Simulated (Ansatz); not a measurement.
A series of calculations on TiNH4SCl3

**1. Relaxation**

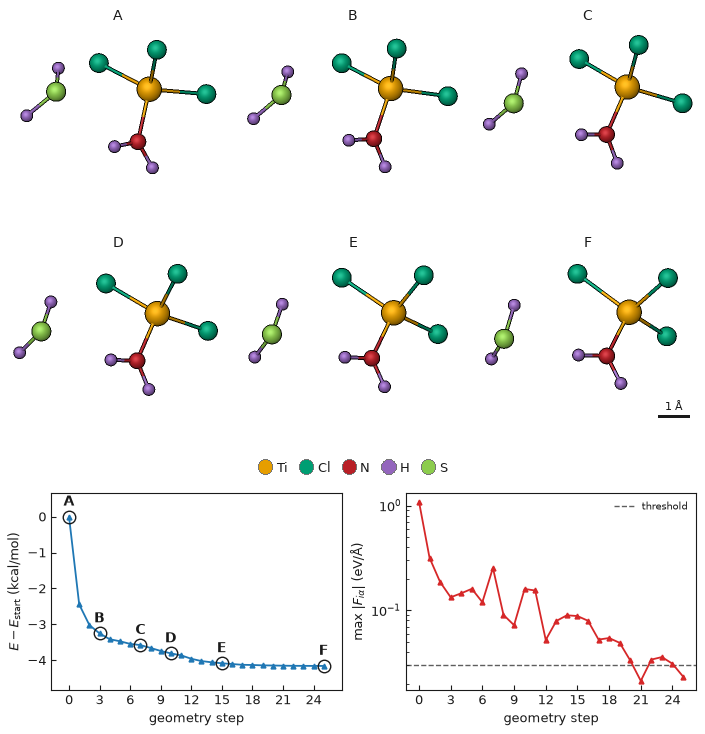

Frames of a relaxation of TiNH4SCl3, marked on the history of the run. The picture is a ball-and-stick view, seen at a tilt.

The run prepares an end point of a later path (reaction) calculation, from a guessed geometry.

All numbers below come from RKS B3LYP/def2-SVP in Ansatz.

Input
```yaml
crystal:
  periodic: [false, false, false]
  atoms:
    - { symbol: Ti, position_ang: [-0.187099, 0.171895, -0.018236] }
    - { symbol: Cl, position_ang: [-0.14502, 0.120564, 2.314251] }
    - { symbol: Cl, position_ang: [1.851349, 0.347649, -0.822846] }
    - { symbol: Cl, position_ang: [-1.41932, 1.849567, -0.667633] }
    - { symbol: "N", position_ang: [-1.035309, -1.293301, -0.702952] }
    - { symbol: H, position_ang: [-1.94658, -1.334627, -1.157521] }
    - { symbol: H, position_ang: [-0.560276, -2.197713, -0.647789] }
    - { symbol: S, position_ang: [1.649839, -2.810426, 0.841787] }
    - { symbol: H, position_ang: [0.925683, -3.708545, 1.55112] }
    - { symbol: H, position_ang: [1.448032, -1.827863, 1.789419] }
basis:
  gaussian: { orbitals: def2-SVP }
hamiltonian:
  xc: b3lyp
relax:
  f_tol: 0.03
  max_steps: 50
output:
  orbitals: {}
```

Launched with:
```bash
ansatz run input.yaml --threads 4 --pin off --max-ram 5120MiB --backend cpu --events-out ev --progress --plain --runs-dir out
```

Question: Describe the path.

Answer: Cl3 moves most after the best rigid fit: 1.41 Å. By element the largest moves are Cl 1.41 Å, S 0.99 Å, H 0.91 Å, N 0.50 Å, Ti 0.36 Å. Among the contacts that change: Ti1–Cl2 2.333 → 2.209 Å, S8–H10 1.380 → 1.355 Å, Ti1–Cl4 2.181 → 2.195 Å, N5–H7 1.023 → 1.030 Å. Bond angles that change, for instance: Cl2–Ti1–Cl4 109.0° → 114.4°, Cl2–Ti1–N5 111.4° → 106.3°, Ti1–N5–H7 118.3° → 122.9°. Groups turn about Ti1–N5 by about 45°. The energy falls by 4.16 kcal/mol in 25 geometry steps. The largest force component goes from 1.1 to 0.023 eV/Å. The run took 79 s on 4 threads of Intel(R) Xeon(R) CPU @ 2.60GHz (Ice Lake) (shared host), peak memory 0.45 GiB. From step 0 to 3: S8 moves most (0.37 Å), energy −3.25 kcal/mol. From step 3 to 7: Cl3 moves most (0.29 Å), energy −0.33 kcal/mol. From step 7 to 10: Cl3 moves most (0.29 Å), energy −0.23 kcal/mol. From step 10 to 15: Cl3 moves most (0.39 Å), energy −0.28 kcal/mol. From step 15 to 25: Cl3 moves most (0.33 Å), energy −0.07 kcal/mol.

Limits of the set-up: the start holds two separate molecules, 2.6 Å apart at their closest, whose relative position is a soft coordinate and is computed without a dispersion correction.

**2. Relaxation**

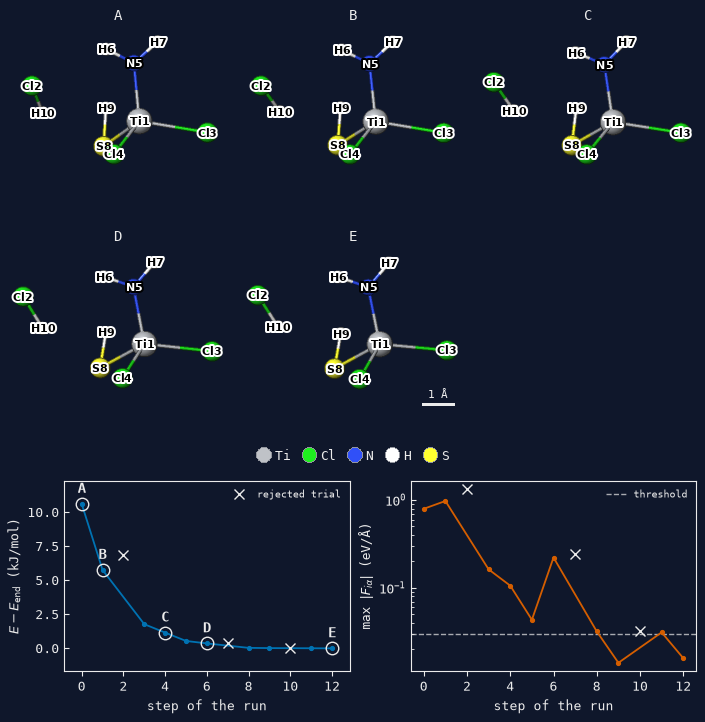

Frames of a relaxation of TiNH4SCl3, marked on the history of the run. The picture is a ball-and-stick view, seen at a tilt.

The run prepares an end point of a later path (reaction) calculation, from a guessed geometry.

Computed with RKS B3LYP/def2-SVP in Ansatz 0.2.0.

Input file:
```yaml
crystal:
  periodic: [false, false, false]
  atoms:
    - { symbol: Ti, position_ang: [0.560967, -0.463274, -0.439541] }
    - { symbol: Cl, position_ang: [-1.329457, -0.79699, 2.581508] }
    - { symbol: Cl, position_ang: [1.469979, -0.426485, -2.43092] }
    - { symbol: Cl, position_ang: [0.200559, 1.570226, 0.306469] }
    - { symbol: "N", position_ang: [-0.933459, -1.50852, -0.628762] }
    - { symbol: H, position_ang: [-1.645935, -1.536138, 0.104175] }
    - { symbol: H, position_ang: [-1.195186, -2.040891, -1.458004] }
    - { symbol: S, position_ang: [2.036756, -1.589672, 1.056808] }
    - { symbol: H, position_ang: [1.444458, -2.787518, 0.835995] }
    - { symbol: H, position_ang: [-0.027382, -1.103538, 2.551873] }
basis:
  gaussian: { orbitals: def2-SVP }
hamiltonian:
  xc: b3lyp
relax:
  f_tol: 0.03
  max_steps: 50
output:
  orbitals: {}
```

Run as
```bash
ansatz run input.yaml --threads 4 --pin off --max-ram 5120MiB --backend cpu --events-out ev --progress --plain --runs-dir out
```

What happens along the run?

Answer. Over 9 accepted moves (12 points after the start) the energy falls by 10.6 kJ/mol. The largest force component goes from 0.79 to 0.016 eV/Å. The line search rejected the trial steps at points 2, 7, 10 of the run. The atom that moves furthest after the best rigid fit is Cl2 (0.66 Å). By element the largest moves are Cl 0.66 Å, S 0.30 Å, H 0.24 Å, Ti 0.18 Å, N 0.16 Å. Among the contacts that change: Ti1–Cl2 3.579 → 4.141 Å, Ti1–S8 2.384 → 2.334 Å, Cl2–H10 1.338 → 1.309 Å. Among the angles between lasting bonds that change: Cl4–Ti1–S8 109.0° → 104.5°, Cl3–Ti1–S8 108.8° → 112.8°, Cl3–Ti1–Cl4 111.2° → 115.2°. From step 0 to 1: Cl2 moves most (0.20 Å), energy −4.86 kJ/mol. From step 1 to 4: Cl2 moves most (0.19 Å), energy −4.60 kJ/mol. From step 4 to 6: Cl2 moves most (0.29 Å), energy −0.79 kJ/mol. From step 6 to 12: Cl4 moves most (0.07 Å), energy −0.36 kJ/mol.

| step | E − E(0), kJ/mol | largest force component, eV/Å | note |
| --- | --- | --- | --- |
| 0 | 0.00 | 0.7940 |  |
| 1 | -4.86 | 0.9744 |  |
| 2 | -3.78 | 1.3191 | rejected |
| 3 | -8.84 | 0.1626 |  |
| 4 | -9.46 | 0.1061 |  |
| 5 | -10.07 | 0.0435 |  |
| 6 | -10.25 | 0.2219 |  |
| 7 | -10.20 | 0.2407 | rejected |
| 8 | -10.58 | 0.0320 |  |
| 9 | -10.60 | 0.0141 |  |
| 10 | -10.59 | 0.0326 | rejected |
| 11 | -10.61 | 0.0312 |  |
| 12 | -10.61 | 0.0159 |  |

Limits of the set-up: the start holds two separate molecules, 2.6 Å apart at their closest, whose relative position is a soft coordinate and is computed without a dispersion correction.

**3. Path**

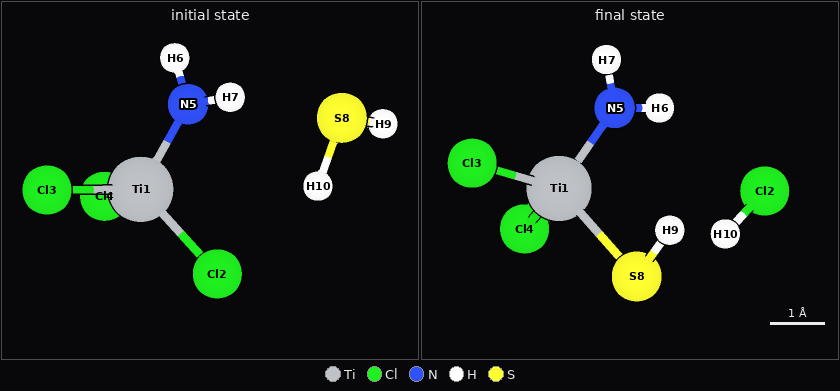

The two relaxed end points of a path for TiNH4SCl3, made up at the start of TiNH₂Cl₃ and H2S. A ball-and-stick model, seen at a tilt.

All numbers below come from RKS B3LYP/def2-SVP (Ansatz 0.2.0).

Set-up: 5 movable images; climbing image; force threshold 0.05 eV/Å; iteration limit 60.

Start:
```xyz
10

Ti   -0.2365    0.5099   -0.1186
Cl    0.5563    0.3234    1.9351
Cl    1.2477    1.4939   -1.4194
Cl   -2.1525    1.5722   -0.2572
N    -0.5172   -1.1913   -0.7165
H    -1.1566   -1.4485   -1.4693
H     0.0000   -2.0047   -0.3539
S     1.2475   -3.6229    1.1732
H     0.1182   -3.8584    1.8821
H     1.4745   -2.4563    1.8240
```

End:
```xyz
10

Ti    0.5206   -0.1199   -0.3565
Cl   -1.4590   -2.3247    2.5362
Cl    1.6198    0.2793   -2.2118
Cl   -0.3065    1.6513    0.6402
N    -0.7769   -1.3503   -0.7497
H    -1.4048   -1.6995   -0.0174
H    -0.9826   -1.7588   -1.6614
S     1.8380   -1.1450    1.2744
H     1.7797   -2.3539    0.6619
H    -0.2469   -1.8612    2.3637
```

Question: What barrier does the band find between them, and by what path?

Answer: Forward barrier 100.6 kJ/mol, backward barrier 39.7 kJ/mol, with image 4 at the top; the reaction energy is +60.9 kJ/mol. Breaking: S8–H10 (1.35 → 1.72 at the top → 2.46 Å), Ti1–Cl2 (2.21 → 2.74 at the top → 4.14 Å). Forming: Cl2–H10 (2.93 → 1.51 at the top → 1.31 Å), Ti1–S8 (4.58 → 2.51 at the top → 2.33 Å). The band is converged.

Energies of the converged images:

| image | path (Å) | E (kJ/mol) |
| --- | --- | --- |
| 0 | 0.00 | 0.0 |
| 1 | 1.99 | 2.7 |
| 2 | 3.97 | 16.1 |
| 3 | 5.96 | 29.4 |
| 4 | 7.95 | 100.6 |
| 5 | 8.90 | 70.1 |
| 6 | 9.86 | 60.9 |

The geometry at the top of the path:

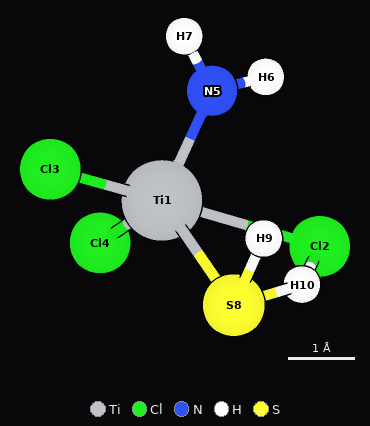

Limits of the set-up: the start holds two separate molecules, 2.6 Å apart at their closest, whose relative position is a soft coordinate and is computed without a dispersion correction.

The run took 5.8 min on 4 threads of Intel(R) Xeon(R) CPU @ 2.60GHz (Ice Lake), with other jobs on the host, peak memory 0.47 GiB.
